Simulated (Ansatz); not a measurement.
## Nb: response to strain

Take Nb in the bcc (W type) structure (space group Im-3m, No. 229; a = 3.273 Å; relaxed with 0.1 eV smearing) as the base. Axes: x, y, z lie along the cube axes.

Strains are applied to the cell and any free atomic positions relax; under biaxial strain the out-of-plane vector relaxes too.

All numbers come from Ansatz (a first-principles code), PBEsol, PAW, cutoff 420 eV, no spin-orbit coupling.

Notes on the quantities. in-plane stress: mean in-plane stress (compression positive).

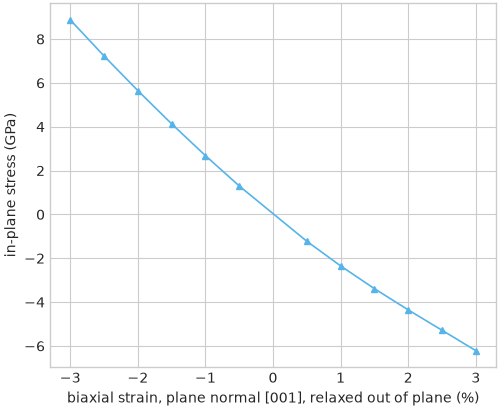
*in-plane stress against biaxial strain, plane normal [001], relaxed out of plane*

**Question.** From the plot, what is the in-plane stress for biaxial strain −2.50 %, plane normal [001], relaxed out of plane?

**Answer.** About 7 GPa.

**Question.** Is the trend monotonic over the range shown?

**Answer.** Yes, it falls throughout, spanning -6.2 GPa to +8.9 GPa.

Whether these cells are dynamically stable was not tested. The final runs are not spin-polarised.
